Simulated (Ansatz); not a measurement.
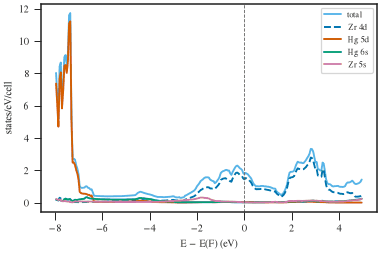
Total and projected density of states of ZrHg (L1₀ or tetragonal B2, space group No. 123), plane-wave PAW r²SCAN (Ansatz code)

**Question.** Which orbitals carry the states next to the Fermi level?

**Answer.** Within 0.5 eV of the Fermi level: Zr 4d 82 %, outside the projected shells 12 %. Projections are on Löwdin-orthogonalised atomic valence shells; empty p or d shells of many metals are not among them.

**Question.** Where is the tallest occupied peak in this window, and what makes it?

**Answer.** Near -7.3 eV, about 12 states/eV per cell; the largest projected share is Hg 5d.

Space group P4/mmm (L1₀ or tetragonal B2). The workflow started from a Materials Project entry (that database holds measured and hypothetical structures alike); the Crystallography Open Database files this formula in space group No. 123, but the cells were not matched. Its standing as an ambient phase is unchecked. The cell was relaxed with r²SCAN under the symmetry of its start; its stability against distortions is not shown here. No spin polarisation was allowed. Spin–orbit coupling is left out wherever it is not named.

Potentials: the later of the program's two PAW sets.
